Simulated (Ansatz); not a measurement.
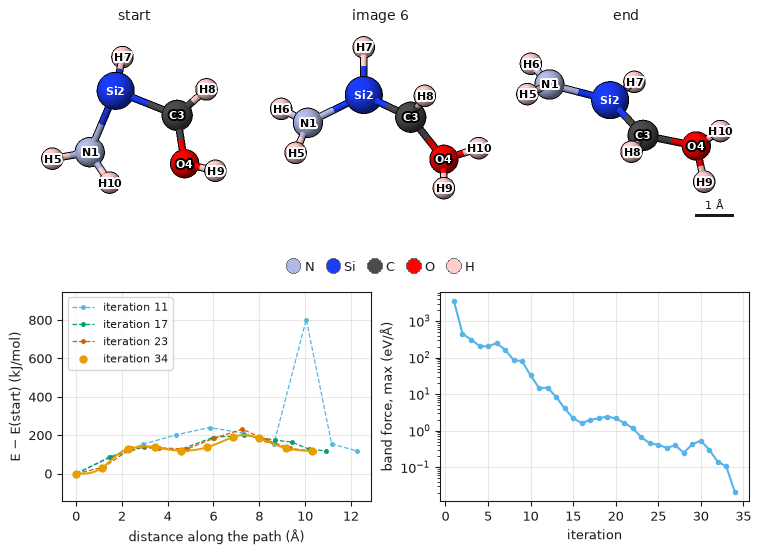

NEB run on CH6NOSi (charge +1). Images are numbered from 0 (start) to 9 (end). The plot follows the band through its iterations. Style: ball-and-stick. Shown at a tilt.

The calculation used RKS PBE-D4/def2-SVP in Ansatz 0.2.0. Settings: 8 movable images; no climbing image; force threshold 0.05 eV/Å; iteration limit 60; starting path through a guess of the saddle point.

Q: Did the band converge, and can the barrier be trusted?

A: The run is converged, with reservations. The band converged in 34 iterations. The largest component of the band force went from 3500 to 0.021 eV/Å. No image climbed, so the highest image needn't lie on the saddle point, and the true maximum along this path can be higher. The first iteration put the highest image at 41261.2 kJ/mol. Forward barrier 191.2 kJ/mol, backward barrier 72.4 kJ/mol, with image 6 at the top; the reaction energy is +118.8 kJ/mol. The profile has 2 maxima (images 3, 6) with a dip at image 4 (+119.9 kJ/mol), so the process runs in steps.

Cost: 11 min on 1 thread of Arm Neoverse V1, on a shared host, peak memory 0.17 GiB.
